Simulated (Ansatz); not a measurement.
**CH4AlCl2FO: two geometries relaxed**

Are the two ends of the reaction (exchange4) separate minima, and which lies lower? Each is relaxed from a guess. Meant to form: Al1–F7, H6–O2; to break: Al1–O2, H6–F7. The start is a guess near the saddle point, from which both ends are pulled out.

Program: Ansatz 0.2.0. Level of theory: RKS B3LYP-D4/def2-SVP. These are calculated values, not measurements.

### Step 1. The starting structure

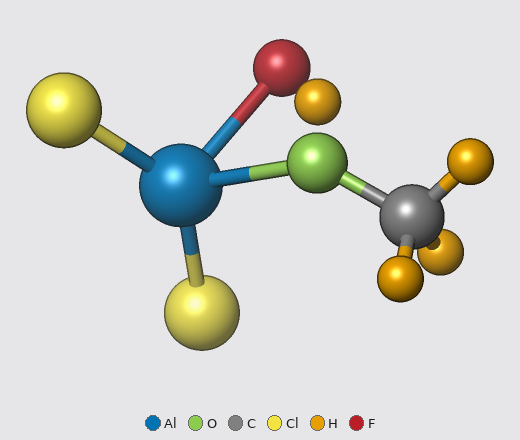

The starting structure, seen from a chosen angle (aluminium blue, oxygen green, carbon grey, chlorine yellow, hydrogen amber, fluorine red).

As a file:

```xyz
10

Al   -1.0198    1.1464   -0.8659
O     0.3152    0.2016    0.5763
C     0.5100   -1.1162    1.0214
Cl   -2.1970   -0.2477   -1.7209
Cl   -1.1242    3.0653   -0.2864
H     0.8983    0.4596   -0.5246
F     0.9198    0.8724   -1.6568
H    -0.1767   -1.3212    1.8457
H     1.5382   -1.2123    1.3837
H     0.3360   -1.8479    0.2275
```

### Step 2. A restrained relaxation towards end A

Springs on the bonds that form and break draw the guess towards this end; the thresholds are loose.

input.yaml reads:

```yaml
crystal:
  periodic: [false, false, false]
  atoms:
    - { symbol: Al, position_ang: [-1.0198, 1.1464, -0.8659] }
    - { symbol: O, position_ang: [0.3152, 0.2016, 0.5763] }
    - { symbol: C, position_ang: [0.51, -1.1162, 1.0214] }
    - { symbol: Cl, position_ang: [-2.197, -0.2477, -1.7209] }
    - { symbol: Cl, position_ang: [-1.1242, 3.0653, -0.2864] }
    - { symbol: H, position_ang: [0.8983, 0.4596, -0.5246] }
    - { symbol: F, position_ang: [0.9198, 0.8724, -1.6568] }
    - { symbol: H, position_ang: [-0.1767, -1.3212, 1.8457] }
    - { symbol: H, position_ang: [1.5382, -1.2123, 1.3837] }
    - { symbol: H, position_ang: [0.336, -1.8479, 0.2275] }
basis:
  gaussian: { orbitals: def2-SVP }
hamiltonian:
  xc: b3lyp
  dispersion: d4
relax:
  f_tol: 0.15
  max_steps: 25
  restrain:
    - { distance: [0, 6], at: 3.08, k: 30.0 }
    - { distance: [5, 1], at: 2.27, k: 30.0 }
    - { distance: [0, 1], at: 1.87, k: 30.0 }
    - { distance: [5, 6], at: 0.88, k: 30.0 }
```

Command:

```bash
$ ansatz run input.yaml --threads 2 --pin off --max-ram 3072MiB --backend cpu --events-out ev --progress --plain --runs-dir out
```

Output (excerpt; [...] marks lines left out):

```text
Warning: RAYON_NUM_THREADS=2 ignored (pool sized by the plan → 2); use --threads N
[...]
Functional definition: B3LYP
[...]
1177 factors; integrals over basis functions are off by at most 3.9e-4 eV
[...]
mean field -37500.06647754 eV, -1378.1020245915 hartree, gradient 1.7e-5 eV, S^2 0.000000; 0 other end points of the search recorded, 0 dependent functions left out
[...]
reference -37500.06673828 eV, -1378.1020341737 hartree; 37, 37 occupied and 79, 79 virtual orbitals, 1177 factors
relax step   1: F+E_penalty+E_count = -37500.44444959 eV  Δ(F+E_penalty+E_count) = +0.000e0 eV  max|allowed force component| = 4.158e0 eV/Å  E_restraint = 32.00823385 eV  max|allowed force component, restraints' pulls added| = 3.385e1 eV/Å  Δτ_max = 0.0000 Å  (28 SCF iters, accepted)
[...]
relax step   3: F+E_penalty+E_count = -37499.97820094 eV  Δ(F+E_penalty+E_count) = -3.183e-2 eV  max|allowed force component| = 3.169e0 eV/Å  E_restraint = 4.68556099 eV  max|allowed force component, restraints' pulls added| = 9.753e0 eV/Å  Δτ_max = 0.1947 Å  (35 SCF iters, accepted)
[...]
relax step   5: F+E_penalty+E_count = -37500.53493061 eV  Δ(F+E_penalty+E_count) = -3.941e-1 eV  max|allowed force component| = 1.841e0 eV/Å  E_restraint = 0.11241780 eV  max|allowed force component, restraints' pulls added| = 6.890e-1 eV/Å  Δτ_max = 0.1939 Å  (30 SCF iters, accepted)
[...]
  distance Al 0 - F 6 = 3.0702 Å
  distance H 5 - O 1 = 2.2598 Å
  distance Al 0 - O 1 = 1.8038 Å
  distance H 5 - F 6 = 0.9147 Å
1177 factors; integrals over basis functions are off by at most 5.2e-4 eV
[...]
mean field -37500.24385419 eV, -1378.1085430633 hartree, gradient 2.5e-5 eV, S^2 0.000000; 1 other end points of the search recorded, 0 dependent functions left out
[...]
reference -37500.24411518 eV, -1378.1085526543 hartree; 37, 37 occupied and 79, 79 virtual orbitals, 1177 factors
Total energy: -37500.61374575 eV, -1378.1221363275 hartree
Atom 0 at    -1.151366     0.946065    -0.407048 Å, force     1.749337    -0.837932     1.000527 eV/Å
Atom 1 at     0.156177     0.249893     0.622205 Å, force    -1.323181     0.858659    -1.330495 eV/Å
Atom 2 at     0.338695    -1.094918     1.009524 Å, force    -0.003137    -0.144235     0.005772 eV/Å
Atom 3 at    -2.401008    -0.330179    -1.487516 Å, force     0.020482     0.004065     0.018490 eV/Å
Atom 4 at    -1.414147     3.007626    -0.349612 Å, force     0.010962     0.003692     0.002631 eV/Å
Atom 5 at     1.705262     0.763928    -0.940718 Å, force    -0.001211    -0.213887     1.196244 eV/Å
Atom 6 at     1.564602     0.879526    -1.837123 Å, force    -0.441034     0.173490    -0.892874 eV/Å
Atom 7 at    -0.217625    -1.322009     1.940054 Å, force     0.049811     0.027882    -0.049289 eV/Å
Atom 8 at     1.411571    -1.277470     1.211239 Å, force    -0.104681     0.013272    -0.021013 eV/Å
Atom 9 at     0.007640    -1.822460     0.238997 Å, force     0.042651     0.114995     0.070007 eV/Å
Dipole moment:     0.075291    -0.299697     0.356668 e Å
```

Wall time 34 s (2 threads of Intel Xeon Platinum 8375C at 2.90GHz (Ice Lake), shared host); peak memory 0.31 GiB.

The steps of the relaxation:

| step | energy from step 1 (eV) | largest force component (eV/Å) |
| --- | --- | --- |
| 1 | 0.0000 | 4.1575 |
| 2 | 0.4981 | 3.5570 |
| 3 | 0.4662 | 3.1694 |
| 4 | 0.3036 | 3.3060 |
| 5 | -0.0905 | 1.8405 |
| 6 | -0.1499 | 1.8298 |
| 7 | -0.1685 | 1.7010 |
| 8x | -0.1640 | 1.8130 |
| 9 | -0.1727 | 1.7031 |
| 10 | -0.1685 | 1.7379 |
| 11 | -0.1690 | 1.7493 |

Step 1 is the start. 1 step was tried and not accepted (marked x). Energies and forces in the table leave out the springs, which the log lists apart; the run stops on the force with the springs' pull added.

After: Bond lengths: Al1–O2 1.804 Å, O2–C3 1.411 Å, Al1–Cl4 2.088 Å, Al1–Cl5 2.079 Å, H6–F7 0.915 Å, C3–H8 1.108 Å, C3–H9 1.107 Å, C3–H10 1.110 Å. Angles: Al1–O2–C3 128.2°, O2–Al1–Cl4 119.6°, O2–Al1–Cl5 117.3°, Cl4–Al1–Cl5 123.0°, O2–C3–H8 111.2°, O2–C3–H9 109.4°, O2–C3–H10 113.3°, H8–C3–H9 107.5°, H8–C3–H10 107.4°, H9–C3–H10 107.9°.

Pairs that crossed the distance rule for bonds on the way: came closer H6–F7; moved apart Al1–F7.

### Step 3. Relaxing end A

It starts where the restrained run ended.

input.yaml reads:

```yaml
crystal:
  periodic: [false, false, false]
  atoms:
    - { symbol: Al, position_ang: [-1.151366, 0.946065, -0.407048] }
    - { symbol: O, position_ang: [0.156177, 0.249893, 0.622205] }
    - { symbol: C, position_ang: [0.338695, -1.094918, 1.009524] }
    - { symbol: Cl, position_ang: [-2.401008, -0.330179, -1.487516] }
    - { symbol: Cl, position_ang: [-1.414147, 3.007626, -0.349612] }
    - { symbol: H, position_ang: [1.705262, 0.763928, -0.940718] }
    - { symbol: F, position_ang: [1.564602, 0.879526, -1.837123] }
    - { symbol: H, position_ang: [-0.217625, -1.322009, 1.940054] }
    - { symbol: H, position_ang: [1.411571, -1.27747, 1.211239] }
    - { symbol: H, position_ang: [0.00764, -1.82246, 0.238997] }
basis:
  gaussian: { orbitals: def2-SVP }
hamiltonian:
  xc: b3lyp
  dispersion: d4
relax:
  f_tol: 0.03
  max_steps: 50
```

Command:

```bash
$ ansatz run input.yaml --threads 2 --pin off --max-ram 3072MiB --backend cpu --events-out ev --progress --plain --runs-dir out
```

Output (excerpt; [...] marks lines left out):

```text
Warning: RAYON_NUM_THREADS=2 ignored (pool sized by the plan → 2); use --threads N
[...]
Functional definition: B3LYP
[...]
1171 factors; integrals over basis functions are off by at most 3.3e-4 eV
[...]
mean field -37500.24386055 eV, -1378.1085432969 hartree, gradient 3.3e-5 eV, S^2 0.000000; 0 other end points of the search recorded, 0 dependent functions left out
[...]
reference -37500.24412047 eV, -1378.1085528488 hartree; 37, 37 occupied and 79, 79 virtual orbitals, 1171 factors
relax step   1: F+E_penalty+E_count = -37500.61349116 eV  Δ(F+E_penalty+E_count) = +0.000e0 eV  max|allowed force component| = 1.749e0 eV/Å  Δτ_max = 0.0000 Å  (26 SCF iters, accepted)
[...]
relax step   4: F+E_penalty+E_count = -37501.28354766 eV  Δ(F+E_penalty+E_count) = -2.029e-1 eV  max|allowed force component| = 4.610e-1 eV/Å  Δτ_max = 0.1961 Å  (30 SCF iters, accepted)
[...]
relax step   7: F+E_penalty+E_count = -37501.50351966 eV  Δ(F+E_penalty+E_count) = -6.785e-2 eV  max|allowed force component| = 6.924e-1 eV/Å  Δτ_max = 0.1534 Å  (29 SCF iters, accepted)
[...]
relax step  10: F+E_penalty+E_count = -37501.78625208 eV  Δ(F+E_penalty+E_count) = -1.873e-1 eV  max|allowed force component| = 1.113e0 eV/Å  Δτ_max = 0.0681 Å  (29 SCF iters, accepted)
[...]
relax step  13: F+E_penalty+E_count = -37502.35818864 eV  Δ(F+E_penalty+E_count) = -1.272e-1 eV  max|allowed force component| = 5.094e-1 eV/Å  Δτ_max = 0.1997 Å  (28 SCF iters, accepted)
[...]
relax step  14: F+E_penalty+E_count = -37502.37200092 eV  Δ(F+E_penalty+E_count) = -1.381e-2 eV  max|allowed force component| = 1.111e0 eV/Å  Δτ_max = 0.0956 Å  (28 SCF iters, accepted)
[...]
1173 factors; integrals over basis functions are off by at most 9.7e-4 eV
mean field -37501.66400947 eV, -1378.1607328073 hartree, gradient 1.8e-5 eV, S^2 0.000000; 0 other end points of the search recorded, 0 dependent functions left out
[...]
reference -37501.66427935 eV, -1378.1607427252 hartree; 37, 37 occupied and 79, 79 virtual orbitals, 1173 factors
```

### Step 4. The output, continued: end point A relaxed

The log, continued (excerpt; [...] marks lines left out):

```text
relax step  15: F+E_penalty+E_count = -37502.06022352 eV  Δ(F+E_penalty+E_count) = +3.118e-1 eV  max|allowed force component| = 2.271e0 eV/Å  Δτ_max = 0.1982 Å  (29 SCF iters, rejected (line search))
[...]
relax step  17: F+E_penalty+E_count = -37502.44389221 eV  Δ(F+E_penalty+E_count) = -8.898e-3 eV  max|allowed force component| = 1.352e-1 eV/Å  Δτ_max = 0.0671 Å  (29 SCF iters, accepted)
[...]
relax step  19: F+E_penalty+E_count = -37502.45372168 eV  Δ(F+E_penalty+E_count) = -3.748e-3 eV  max|allowed force component| = 4.982e-2 eV/Å  Δτ_max = 0.0705 Å  (28 SCF iters, accepted)
[...]
relax step  21: F+E_penalty+E_count = -37502.45703919 eV  Δ(F+E_penalty+E_count) = -1.442e-3 eV  max|allowed force component| = 7.942e-2 eV/Å  Δτ_max = 0.0329 Å  (29 SCF iters, accepted)
[...]
Atom 0 at    -0.591576     1.096907    -0.959797 Å, force     0.004089     0.002866    -0.000068 eV/Å
Atom 1 at     0.660935     0.104659     0.129666 Å, force     0.010483    -0.002384    -0.008388 eV/Å
Atom 2 at     0.350600    -1.024464     0.971832 Å, force    -0.003004    -0.004994     0.005161 eV/Å
Atom 3 at    -1.974460    -0.411471    -1.512740 Å, force    -0.000131    -0.000236     0.000172 eV/Å
Atom 4 at    -1.307075     2.648196     0.273902 Å, force    -0.001981     0.000185    -0.000336 eV/Å
Atom 5 at     1.477347    -0.016621    -0.383336 Å, force    -0.008264     0.001116     0.006112 eV/Å
Atom 6 at     0.594444     1.463747    -2.087835 Å, force    -0.002828    -0.000024     0.000783 eV/Å
Atom 7 at    -0.468473    -0.707440     1.628468 Å, force     0.002893     0.000147    -0.003263 eV/Å
Atom 8 at     1.231857    -1.274231     1.577722 Å, force    -0.001745     0.001553    -0.001699 eV/Å
Atom 9 at     0.026202    -1.879279     0.362121 Å, force     0.000487     0.001771     0.001526 eV/Å
Dipole moment:     0.717099    -0.813374     0.645235 e Å
```

Run time: 72 s. Hardware: 2 threads of Intel Xeon Platinum 8375C at 2.90GHz (Ice Lake), shared host; peak memory 0.3 GiB.

Step by step:

| step | energy from step 1 (eV) | largest force component (eV/Å) |
| --- | --- | --- |
| 1 | 0.0000 | 1.7494 |
| 2 | -0.2380 | 1.1404 |
| 3 | -0.4672 | 0.4075 |
| 4 | -0.6701 | 0.4610 |
| 5 | -0.7267 | 1.2512 |
| 6 | -0.8222 | 0.4295 |
| 7 | -0.8900 | 0.6924 |
| 8 | -0.9855 | 1.1609 |
| 9x | -0.9848 | 4.6101 |
| 10 | -1.1728 | 1.1125 |
| 11 | -1.3981 | 1.2506 |
| 12 | -1.6175 | 1.1070 |
| 13 | -1.7447 | 0.5094 |
| 14 | -1.7585 | 1.1111 |
| 15x | -1.4467 | 2.2709 |
| 16 | -1.8215 | 0.1515 |
| 17 | -1.8304 | 0.1352 |
| 18 | -1.8365 | 0.0720 |
| 19 | -1.8402 | 0.0498 |
| 20 | -1.8421 | 0.0980 |
| 21 | -1.8435 | 0.0794 |
| 22 | -1.8446 | 0.1569 |
| 23 | -1.8451 | 0.0356 |
| 24 | -1.8452 | 0.0105 |

Step 1 is the start. 2 steps were tried and not accepted (marked x).

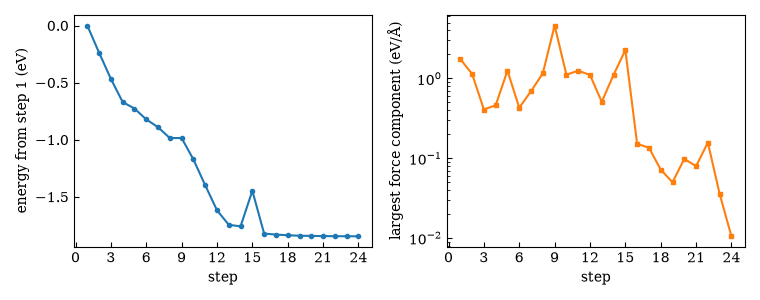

How energy and force went from step to step.

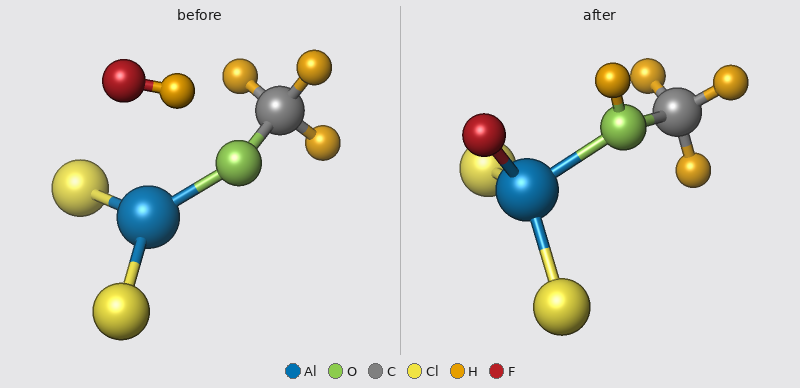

Before and after, at one scale.

After: Bond lengths: Al1–O2 1.934 Å, O2–C3 1.442 Å, Al1–Cl4 2.120 Å, Al1–Cl5 2.107 Å, O2–H6 0.972 Å, Al1–F7 1.677 Å, C3–H8 1.097 Å, C3–H9 1.098 Å, C3–H10 1.099 Å. Angles (14 of 15 angles, heavy atoms first): Al1–O2–C3 126.2°, O2–Al1–Cl4 101.8°, O2–Al1–Cl5 105.5°, O2–Al1–F7 91.9°, Cl4–Al1–Cl5 117.1°, Cl4–Al1–F7 116.2°, Cl5–Al1–F7 118.2°, Al1–O2–H6 108.1°, C3–O2–H6 113.0°, O2–C3–H8 106.5°, O2–C3–H9 109.1°, O2–C3–H10 110.4°, H8–C3–H9 109.6°, H8–C3–H10 109.7°.

Pairs that crossed the distance rule for bonds on the way: came closer Al1–F7, O2–H6; moved apart H6–F7.

(Part 1 of 2 ends here.)
